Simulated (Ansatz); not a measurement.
Run report: Si₃N₃H₁₂O, geometry relaxation (part 4 of 4)

Continued. System: Si₃N₃H₁₂O, multiplicity 2. Method: UKS PBE0-D4/def2-TZVP (Ansatz 0.2.0). The geometry is a transition state displaced along its imaginary mode. The reaction was set up to form Si1–N8 and N2–H7 and to break Si1–N2 and H7–N8 (atoms counted from 1 in the order of the input); sticks are drawn by distance alone.

Geometry of the input (Å):
```
Si 0.7420  -0.2138  0.8721
N  1.3382  -0.6034  -1.2407
Si 0.7619  0.2263  -2.6584
N  -0.6807  0.6617  0.3908
Si -1.6795  1.5543  1.4807
O  0.7256  -0.0295  2.5287
H  0.9434  -1.4107  -0.8162
N  0.4102  -1.9586  0.4992
H  2.3514  -0.6168  -1.1802
H  1.1984  1.6529  -2.7036
H  1.2259  -0.4344  -3.9015
H  -0.7214  0.2011  -2.6132
H  -0.9258  0.7463  -0.5846
H  -1.0096  2.7375  2.0806
H  -2.8706  2.0139  0.7161
H  -2.1511  0.6914  2.6029
H  -0.0512  -0.3526  2.9678
H  -0.5672  -2.2216  0.5579
H  0.9601  -2.6441  1.0018
```

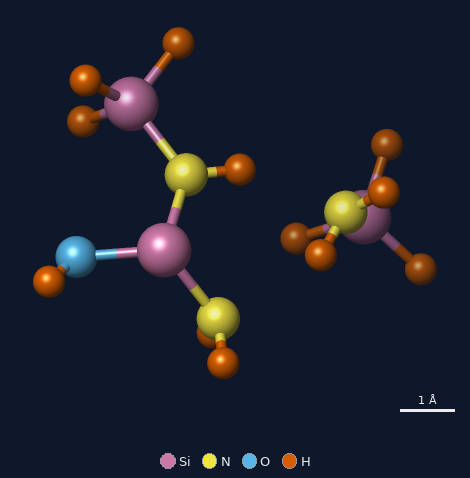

Fig. 1: The geometry at step 41 of the log (ball-and-stick view, seen at a tilt).

Trajectory as extended XYZ, continued
```
19
Properties=species:S:1:pos:R:3:forces:R:3 step=33 energy=-30334.87527
Si    0.3977   -0.6102    1.8466   -0.0576   0.0165   0.0728
N     1.4378    0.1238   -1.6200   -0.0556  -0.0750   0.0058
Si    0.3483   -0.0964   -2.9445   -0.0201   0.0773   0.0190
N    -0.1630    0.7311    0.9597    0.0370   0.0006  -0.0474
Si   -1.3812    1.8810    1.3814   -0.0292   0.0257   0.0005
O    -0.8097   -0.8223    2.9652    0.0917  -0.0909  -0.0111
H     1.5369   -0.6594   -0.9780   -0.0037   0.0380  -0.0263
N     0.6778   -1.9039    0.7286   -0.1471  -0.1880  -0.1291
H     2.3312    0.5592   -1.7964   -0.0293  -0.0162  -0.0117
H     0.1385    1.2204   -3.5963    0.0155   0.0319  -0.0159
H     0.7958   -1.0474   -4.0042    0.0037  -0.0309   0.0205
H    -0.9482   -0.5878   -2.4023    0.0812  -0.0207   0.0224
H     0.3255    0.8781    0.0775   -0.0205  -0.0169   0.0023
H    -1.1068    2.5393    2.6852    0.0077  -0.0003   0.0226
H    -1.3934    2.9208    0.3171    0.0048  -0.0103   0.0018
H    -2.7297    1.2617    1.4599   -0.0129   0.0114  -0.0030
H    -0.6269   -1.4499    3.6678   -0.0342   0.0830  -0.0187
H    -0.1353   -2.2909    0.2497    0.2178   0.1093   0.0974
H     1.3047   -2.6472    1.0033   -0.0491   0.0554  -0.0021
19
Properties=species:S:1:pos:R:3:forces:R:3 step=35 energy=-30334.87897
Si    0.3570   -0.6298    1.8457    0.4929  -0.0250  -0.3325
N     1.4112    0.1334   -1.6065    0.0041  -0.0013  -0.0238
Si    0.3398   -0.0892   -2.9428    0.0050  -0.0083   0.0205
N    -0.2269    0.6834    0.9338   -0.0481   0.0639  -0.0504
Si   -1.3790    1.8949    1.3747   -0.0037  -0.0201  -0.0157
O    -0.8274   -0.8962    2.9450   -0.4057  -0.0826   0.3551
H     1.5316   -0.6531   -0.9737   -0.0188  -0.0044   0.0122
N     0.7176   -1.9103    0.7290   -0.0092   0.0692   0.0019
H     2.2943    0.5915   -1.7738    0.0000   0.0122  -0.0055
H     0.1527    1.2242   -3.6107   -0.0033  -0.0014   0.0011
H     0.7933   -1.0648   -3.9773    0.0063  -0.0016  -0.0119
H    -0.9529   -0.5827   -2.4000    0.0051   0.0074   0.0019
H     0.2546    0.8212    0.0443   -0.0042  -0.0411   0.0479
H    -1.0693    2.5049    2.6953   -0.0026  -0.0104   0.0064
H    -1.3203    2.9514    0.3301    0.0006   0.0163   0.0012
H    -2.7682    1.3666    1.4303    0.0100  -0.0017   0.0112
H    -0.6003   -1.4018    3.7267   -0.0086   0.0376  -0.0282
H    -0.0530   -2.3030    0.2006   -0.0044  -0.0131   0.0027
H     1.3453   -2.6406    1.0293   -0.0154   0.0043   0.0061
19
Properties=species:S:1:pos:R:3:forces:R:3 step=36 energy=-30334.88473
Si    0.3644   -0.6368    1.8532   -0.0806  -0.0132  -0.0212
N     1.4015    0.1473   -1.6124   -0.0129  -0.0169   0.0007
Si    0.3410   -0.0977   -2.9523   -0.0032   0.0149  -0.0025
N    -0.2283    0.6703    0.9334    0.0563  -0.0278   0.0154
Si   -1.3690    1.8901    1.3758   -0.0134   0.0021   0.0089
O    -0.8440   -0.8923    2.9602    0.0302   0.0011  -0.0660
H     1.5203   -0.6313   -0.9695    0.0226  -0.0157  -0.0067
N     0.7203   -1.9039    0.7212    0.0061  -0.0162   0.0350
H     2.2800    0.6163   -1.7737    0.0001   0.0016   0.0031
H     0.1276    1.2120   -3.6195   -0.0037  -0.0008  -0.0040
H     0.8187   -1.0608   -3.9879    0.0055  -0.0043  -0.0032
H    -0.9430   -0.6170   -2.4136    0.0043  -0.0011   0.0048
H     0.2547    0.7880    0.0425   -0.0312   0.0444  -0.0015
H    -1.0679    2.4676    2.7129    0.0016  -0.0031   0.0008
H    -1.2871    2.9688    0.3543    0.0049  -0.0049   0.0053
H    -2.7644    1.3780    1.4077   -0.0017  -0.0007  -0.0004
H    -0.6106   -1.3629    3.7609    0.0166   0.0056   0.0051
H    -0.0483   -2.2903    0.1844   -0.0157   0.0339   0.0203
H     1.3342   -2.6455    1.0227    0.0141   0.0013   0.0061
19
Properties=species:S:1:pos:R:3:forces:R:3 step=37 energy=-30334.88683
Si    0.3630   -0.6306    1.8468    0.0359   0.0047  -0.0664
N     1.4074    0.1320   -1.6187    0.0217   0.0125  -0.0064
Si    0.3421   -0.1026   -2.9561   -0.0024  -0.0128   0.0028
N    -0.2144    0.6842    0.9296   -0.0076  -0.0080   0.0298
Si   -1.3712    1.8840    1.3881    0.0097   0.0094  -0.0120
O    -0.8543   -0.8803    2.9406   -0.0274  -0.0135   0.0107
H     1.5327   -0.6503   -0.9815   -0.0034   0.0024  -0.0009
N     0.7191   -1.9030    0.7225    0.0047   0.0049   0.0207
H     2.2829    0.6074   -1.7791   -0.0067  -0.0076   0.0017
H     0.1215    1.2113   -3.6125   -0.0008   0.0028  -0.0004
H     0.8180   -1.0569   -4.0014   -0.0017   0.0032   0.0003
H    -0.9371   -0.6294   -2.4134   -0.0011  -0.0019  -0.0040
H     0.2623    0.8116    0.0377   -0.0058   0.0071  -0.0085
H    -1.0776    2.4397    2.7358   -0.0051   0.0019   0.0008
H    -1.2927    2.9797    0.3839   -0.0030  -0.0041   0.0134
H    -2.7627    1.3601    1.4053    0.0019  -0.0001  -0.0017
H    -0.6194   -1.3266    3.7547   -0.0003   0.0002   0.0102
H    -0.0545   -2.2881    0.1923    0.0003   0.0035   0.0068
H     1.3351   -2.6422    1.0255   -0.0091  -0.0047   0.0030
19
Properties=species:S:1:pos:R:3:forces:R:3 step=38 energy=-30334.88724
Si    0.3623   -0.6289    1.8421    0.0362   0.0057  -0.0209
N     1.4152    0.1323   -1.6273    0.0013  -0.0035   0.0110
Si    0.3452   -0.1080   -2.9600    0.0040  -0.0038  -0.0086
N    -0.2142    0.6885    0.9287   -0.0038  -0.0068  -0.0017
Si   -1.3724    1.8835    1.3970   -0.0070   0.0135  -0.0107
O    -0.8567   -0.8786    2.9349   -0.0142  -0.0156   0.0261
H     1.5395   -0.6454   -0.9844   -0.0013   0.0007  -0.0091
N     0.7176   -1.9049    0.7229   -0.0001   0.0206   0.0038
H     2.2912    0.6045   -1.7926   -0.0050  -0.0027   0.0028
H     0.1167    1.2054   -3.6150   -0.0029   0.0012  -0.0014
H     0.8213   -1.0585   -4.0086   -0.0005   0.0011   0.0031
H    -0.9306   -0.6407   -2.4150    0.0027  -0.0006   0.0044
H     0.2565    0.8185    0.0340   -0.0006   0.0072   0.0080
H    -1.0859    2.4254    2.7520    0.0027  -0.0075  -0.0026
H    -1.2926    2.9922    0.4075    0.0027  -0.0072   0.0069
H    -2.7639    1.3592    1.4023    0.0020   0.0005  -0.0003
H    -0.6184   -1.3104    3.7562   -0.0069   0.0059  -0.0061
H    -0.0579   -2.2871    0.1939   -0.0042  -0.0072  -0.0053
H     1.3273   -2.6470    1.0316   -0.0053  -0.0015   0.0007
19
Properties=species:S:1:pos:R:3:forces:R:3 step=39 energy=-30334.88744
Si    0.3636   -0.6255    1.8385   -0.0294   0.0074   0.0267
N     1.4157    0.1278   -1.6287    0.0005   0.0051  -0.0004
Si    0.3476   -0.1163   -2.9621    0.0002  -0.0024  -0.0003
N    -0.2170    0.6925    0.9282    0.0130  -0.0042  -0.0113
Si   -1.3742    1.8859    1.4029   -0.0039   0.0083   0.0063
O    -0.8569   -0.8795    2.9322    0.0313  -0.0062  -0.0037
H     1.5444   -0.6511   -0.9883   -0.0063   0.0034   0.0029
N     0.7174   -1.8990    0.7172    0.0087  -0.0006  -0.0001
H     2.2889    0.6055   -1.7923    0.0030  -0.0001  -0.0014
H     0.1074    1.1973   -3.6132   -0.0005  -0.0031  -0.0005
H     0.8297   -1.0610   -4.0131    0.0012   0.0026  -0.0002
H    -0.9230   -0.6607   -2.4166   -0.0004  -0.0006   0.0018
H     0.2542    0.8269    0.0345   -0.0027  -0.0041   0.0057
H    -1.0920    2.4091    2.7663   -0.0017  -0.0050  -0.0075
H    -1.2849    3.0065    0.4278    0.0005  -0.0070   0.0039
H    -2.7670    1.3650    1.3946    0.0013   0.0044  -0.0020
H    -0.6159   -1.3006    3.7584   -0.0049   0.0070  -0.0143
H    -0.0583   -2.2771    0.1857   -0.0109  -0.0032  -0.0069
H     1.3204   -2.6456    1.0281    0.0012  -0.0018   0.0013
19
Properties=species:S:1:pos:R:3:forces:R:3 step=40 energy=-30334.88756
Si    0.3637   -0.6258    1.8373   -0.0197   0.0049   0.0163
N     1.4138    0.1325   -1.6285    0.0041   0.0085  -0.0004
Si    0.3483   -0.1199   -2.9624   -0.0015   0.0012   0.0034
N    -0.2174    0.6922    0.9274    0.0048   0.0002  -0.0021
Si   -1.3735    1.8860    1.4041    0.0029   0.0054   0.0053
O    -0.8551   -0.8811    2.9315    0.0147  -0.0024   0.0038
H     1.5418   -0.6426   -0.9836   -0.0028  -0.0056  -0.0020
N     0.7156   -1.8987    0.7149    0.0113   0.0009  -0.0018
H     2.2870    0.6100   -1.7932    0.0023  -0.0001  -0.0002
H     0.1029    1.1906   -3.6177   -0.0008  -0.0034  -0.0005
H     0.8354   -1.0651   -4.0107    0.0007   0.0009   0.0010
H    -0.9200   -0.6678   -2.4150   -0.0010  -0.0020  -0.0014
H     0.2540    0.8282    0.0342   -0.0030  -0.0032  -0.0005
H    -1.0932    2.4001    2.7714   -0.0042  -0.0020  -0.0082
H    -1.2776    3.0106    0.4345   -0.0009  -0.0032   0.0050
H    -2.7681    1.3700    1.3886    0.0026   0.0023  -0.0015
H    -0.6132   -1.2980    3.7594   -0.0025   0.0037  -0.0093
H    -0.0607   -2.2742    0.1822   -0.0093  -0.0029  -0.0058
H     1.3163   -2.6472    1.0259    0.0023  -0.0029  -0.0011
19
Properties=species:S:1:pos:R:3:forces:R:3 step=41 energy=-30334.88764
Si    0.3632   -0.6259    1.8366   -0.0124   0.0001   0.0078
N     1.4137    0.1358   -1.6283    0.0018   0.0076   0.0003
Si    0.3492   -0.1237   -2.9616    0.0007  -0.0007  -0.0017
N    -0.2189    0.6922    0.9276   -0.0015   0.0042   0.0054
Si   -1.3729    1.8876    1.4058    0.0012   0.0029   0.0013
O    -0.8530   -0.8830    2.9327    0.0037   0.0032  -0.0009
H     1.5432   -0.6380   -0.9819   -0.0021  -0.0066  -0.0025
N     0.7133   -1.8972    0.7116    0.0091  -0.0024  -0.0012
H     2.2862    0.6141   -1.7943    0.0008   0.0008   0.0000
H     0.0969    1.1839   -3.6201   -0.0014  -0.0020   0.0025
H     0.8414   -1.0677   -4.0085    0.0004  -0.0011   0.0006
H    -0.9163   -0.6777   -2.4137    0.0000  -0.0002  -0.0003
H     0.2511    0.8277    0.0336   -0.0001  -0.0012  -0.0028
H    -1.0963    2.3942    2.7763   -0.0016  -0.0023  -0.0053
H    -1.2706    3.0162    0.4420    0.0006  -0.0002   0.0026
H    -2.7694    1.3770    1.3825    0.0019  -0.0003  -0.0004
H    -0.6098   -1.2978    3.7611    0.0015  -0.0004  -0.0020
H    -0.0634   -2.2702    0.1775   -0.0044   0.0002  -0.0017
H     1.3125   -2.6475    1.0213    0.0014  -0.0018  -0.0018
19
Properties=species:S:1:pos:R:3:forces:R:3 step=42 energy=-30334.88771
Si    0.3619   -0.6258    1.8359    0.0007  -0.0038  -0.0004
N     1.4126    0.1401   -1.6291    0.0006   0.0030   0.0008
Si    0.3510   -0.1316   -2.9625   -0.0042   0.0020   0.0003
N    -0.2201    0.6939    0.9291   -0.0062   0.0064   0.0092
Si   -1.3717    1.8907    1.4096    0.0007  -0.0016   0.0003
O    -0.8518   -0.8854    2.9336   -0.0087   0.0075  -0.0056
H     1.5456   -0.6323   -0.9817    0.0001  -0.0038  -0.0014
N     0.7108   -1.8942    0.7070    0.0017  -0.0061  -0.0014
H     2.2829    0.6220   -1.7962   -0.0008   0.0006   0.0005
H     0.0842    1.1724   -3.6225    0.0016  -0.0033   0.0005
H     0.8528   -1.0725   -4.0076   -0.0002   0.0008  -0.0003
H    -0.9092   -0.6969   -2.4136    0.0024  -0.0011  -0.0003
H     0.2478    0.8287    0.0340    0.0022  -0.0005  -0.0053
H    -1.1020    2.3826    2.7865    0.0002  -0.0014  -0.0021
H    -1.2576    3.0280    0.4575    0.0000   0.0000   0.0005
H    -2.7706    1.3872    1.3719    0.0019   0.0007  -0.0006
H    -0.6068   -1.2964    3.7632    0.0055  -0.0043   0.0039
H    -0.0662   -2.2627    0.1699    0.0031   0.0034   0.0037
H     1.3066   -2.6479    1.0153   -0.0008   0.0016  -0.0022
19
Properties=species:S:1:pos:R:3:forces:R:3 step=44 energy=-30334.88777
Si    0.3603   -0.6258    1.8358    0.0054  -0.0014  -0.0023
N     1.4098    0.1444   -1.6295   -0.0003  -0.0036   0.0000
Si    0.3510   -0.1409   -2.9625   -0.0019  -0.0005   0.0000
N    -0.2186    0.6973    0.9318   -0.0020   0.0011   0.0017
Si   -1.3682    1.8952    1.4136   -0.0011  -0.0001  -0.0004
O    -0.8549   -0.8870    2.9314   -0.0073   0.0022   0.0004
H     1.5502   -0.6275   -0.9830    0.0002   0.0040  -0.0005
N     0.7102   -1.8910    0.7033   -0.0036  -0.0028   0.0006
H     2.2757    0.6340   -1.7974   -0.0016  -0.0008  -0.0001
H     0.0658    1.1593   -3.6223    0.0003  -0.0019   0.0009
H     0.8645   -1.0748   -4.0082    0.0003   0.0019   0.0004
H    -0.9006   -0.7243   -2.4126    0.0024   0.0014   0.0000
H     0.2469    0.8301    0.0349    0.0011  -0.0002  -0.0013
H    -1.1067    2.3715    2.7973    0.0005  -0.0007  -0.0008
H    -1.2415    3.0415    0.4738    0.0004  -0.0020   0.0008
H    -2.7695    1.3996    1.3596    0.0018   0.0010  -0.0001
H    -0.6103   -1.2988    3.7609    0.0030  -0.0019  -0.0012
H    -0.0666   -2.2550    0.1628    0.0033   0.0014   0.0024
H     1.3026   -2.6477    1.0105   -0.0008   0.0030  -0.0005
19
Properties=species:S:1:pos:R:3:forces:R:3 step=45 energy=-30334.88779
Si    0.3592   -0.6260    1.8362   -0.0002   0.0008   0.0005
N     1.4086    0.1463   -1.6296    0.0004  -0.0050   0.0007
Si    0.3496   -0.1445   -2.9613    0.0004   0.0031   0.0011
N    -0.2170    0.6986    0.9326    0.0032  -0.0037  -0.0036
Si   -1.3658    1.8973    1.4141   -0.0003   0.0021   0.0001
O    -0.8589   -0.8877    2.9287    0.0008  -0.0011   0.0018
H     1.5531   -0.6248   -0.9830   -0.0002   0.0047  -0.0008
N     0.7112   -1.8900    0.7030   -0.0025   0.0013   0.0019
H     2.2722    0.6396   -1.7987   -0.0014  -0.0012  -0.0003
H     0.0557    1.1543   -3.6197   -0.0001  -0.0003  -0.0005
H     0.8678   -1.0742   -4.0085   -0.0013   0.0004   0.0011
H    -0.8977   -0.7351   -2.4095    0.0019  -0.0011  -0.0006
H     0.2483    0.8303    0.0354   -0.0012   0.0005   0.0023
H    -1.1066    2.3693    2.7996   -0.0001  -0.0001   0.0000
H    -1.2344    3.0458    0.4775   -0.0003  -0.0015   0.0006
H    -2.7679    1.4047    1.3551    0.0003   0.0008  -0.0001
H    -0.6160   -1.3034    3.7568    0.0000   0.0004  -0.0041
H    -0.0649   -2.2536    0.1614    0.0001  -0.0011  -0.0009
H     1.3035   -2.6468    1.0101    0.0006   0.0010   0.0009
19
Properties=species:S:1:pos:R:3:forces:R:3 step=46 energy=-30334.88781
Si    0.3578   -0.6263    1.8363   -0.0043   0.0019   0.0037
N     1.4081    0.1485   -1.6295    0.0007  -0.0005  -0.0016
Si    0.3476   -0.1465   -2.9591    0.0008  -0.0049   0.0030
N    -0.2158    0.6994    0.9327    0.0054  -0.0061  -0.0049
Si   -1.3631    1.8995    1.4136   -0.0012   0.0027   0.0007
O    -0.8639   -0.8890    2.9251    0.0070  -0.0027   0.0014
H     1.5557   -0.6214   -0.9823   -0.0004   0.0013  -0.0010
N     0.7130   -1.8894    0.7033   -0.0015   0.0043   0.0013
H     2.2700    0.6441   -1.8005   -0.0004  -0.0007   0.0004
H     0.0450    1.1509   -3.6160   -0.0004  -0.0005   0.0001
H     0.8677   -1.0735   -4.0076    0.0014   0.0024  -0.0016
H    -0.8944   -0.7457   -2.4048   -0.0013   0.0025   0.0011
H     0.2505    0.8305    0.0358   -0.0025   0.0012   0.0032
H    -1.1059    2.3679    2.8007   -0.0002   0.0008   0.0002
H    -1.2273    3.0494    0.4795    0.0002  -0.0001   0.0004
H    -2.7662    1.4104    1.3505   -0.0007  -0.0002  -0.0001
H    -0.6231   -1.3097    3.7513   -0.0024   0.0019  -0.0044
H    -0.0617   -2.2538    0.1603   -0.0018  -0.0027  -0.0030
H     1.3061   -2.6453    1.0107    0.0016  -0.0008   0.0013
19
Properties=species:S:1:pos:R:3:forces:R:3 step=47 energy=-30334.88782
Si    0.3568   -0.6262    1.8361   -0.0041   0.0009   0.0030
N     1.4091    0.1483   -1.6293    0.0008   0.0009  -0.0025
Si    0.3464   -0.1476   -2.9569   -0.0005   0.0004   0.0015
N    -0.2159    0.6995    0.9322    0.0028  -0.0036  -0.0021
Si   -1.3624    1.9006    1.4128   -0.0013   0.0030   0.0008
O    -0.8664   -0.8900    2.9229    0.0068  -0.0015   0.0000
H     1.5580   -0.6210   -0.9818   -0.0009  -0.0006   0.0004
N     0.7143   -1.8889    0.7034   -0.0007   0.0022   0.0001
H     2.2704    0.6443   -1.8020    0.0002  -0.0001   0.0003
H     0.0400    1.1497   -3.6123    0.0004   0.0003   0.0000
H     0.8663   -1.0722   -4.0077    0.0001  -0.0001  -0.0001
H    -0.8939   -0.7481   -2.4003    0.0000  -0.0006   0.0004
H     0.2512    0.8308    0.0358   -0.0013   0.0008   0.0017
H    -1.1056    2.3685    2.8002    0.0003   0.0000   0.0004
H    -1.2248    3.0507    0.4794    0.0002   0.0003  -0.0006
H    -2.7660    1.4131    1.3487   -0.0004  -0.0008  -0.0004
H    -0.6267   -1.3132    3.7481   -0.0025   0.0014  -0.0021
H    -0.0594   -2.2545    0.1597   -0.0006  -0.0018  -0.0018
H     1.3085   -2.6438    1.0112    0.0008  -0.0010   0.0009
19
Properties=species:S:1:pos:R:3:forces:R:3 step=48 energy=-30334.88782
Si    0.3562   -0.6263    1.8361   -0.0011  -0.0002   0.0009
N     1.4101    0.1485   -1.6296    0.0002   0.0005  -0.0006
Si    0.3455   -0.1475   -2.9557    0.0004   0.0017   0.0006
N    -0.2163    0.6992    0.9317    0.0007  -0.0013   0.0003
Si   -1.3622    1.9010    1.4122   -0.0005   0.0005  -0.0001
O    -0.8675   -0.8908    2.9219    0.0030   0.0000  -0.0008
H     1.5587   -0.6202   -0.9814    0.0000  -0.0012  -0.0002
N     0.7151   -1.8888    0.7036   -0.0010   0.0005  -0.0012
H     2.2717    0.6435   -1.8036   -0.0002  -0.0001   0.0007
H     0.0381    1.1499   -3.6105   -0.0004  -0.0003  -0.0001
H     0.8644   -1.0715   -4.0074   -0.0008  -0.0007   0.0002
H    -0.8938   -0.7484   -2.3972    0.0007  -0.0005  -0.0003
H     0.2516    0.8310    0.0358   -0.0002   0.0009   0.0000
H    -1.1057    2.3684    2.7998   -0.0003   0.0000  -0.0001
H    -1.2235    3.0511    0.4788   -0.0002   0.0002   0.0000
H    -2.7660    1.4139    1.3473    0.0002   0.0003   0.0000
H    -0.6285   -1.3146    3.7469   -0.0016   0.0002   0.0005
H    -0.0578   -2.2553    0.1593    0.0010  -0.0005   0.0002
H     1.3098   -2.6432    1.0120    0.0000   0.0000   0.0000
```
